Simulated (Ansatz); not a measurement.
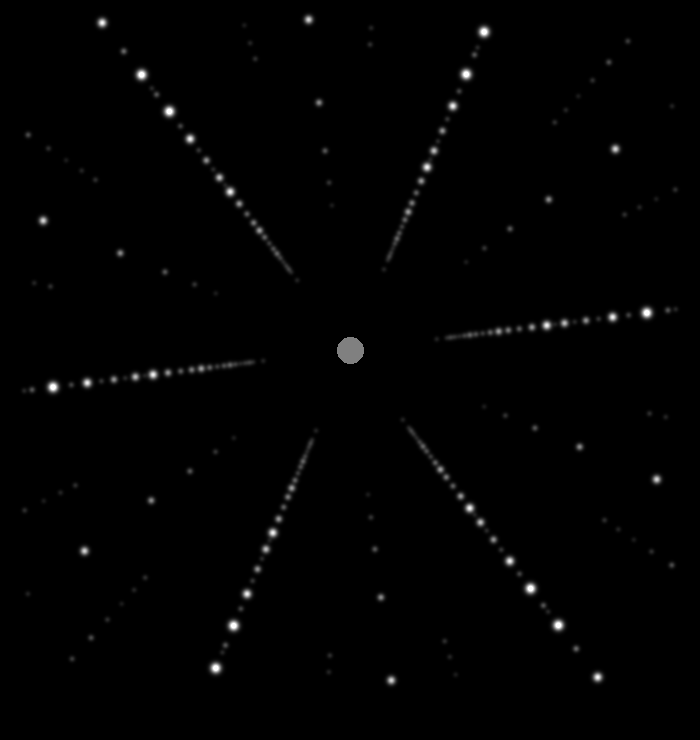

Simulated back-reflection Laue pattern (white X-rays, 0.45 to 2.2 Å, flat plate covering ±45° about the beam, kinematic intensities, seen from the source).

Q: What symmetry does the pattern show?

A: 6mm: a sixfold axis with mirror lines.

The crystal is Ti, space group P6_3/mmc (No. 194), a = 2.931 Å, c = 9.371 Å (hexagonal axes). Structure: the input geometry of an electronic-structure calculation (not necessarily at equilibrium); the starting structure was generated, so it need not be a known form of this composition.

Q: Which direction points towards the source?

A: [001] or one equivalent to it by a rotation of the Laue group. In Laue class 6/mmm no other family of directions with a member of indices 0 and ±1 has this symmetry.
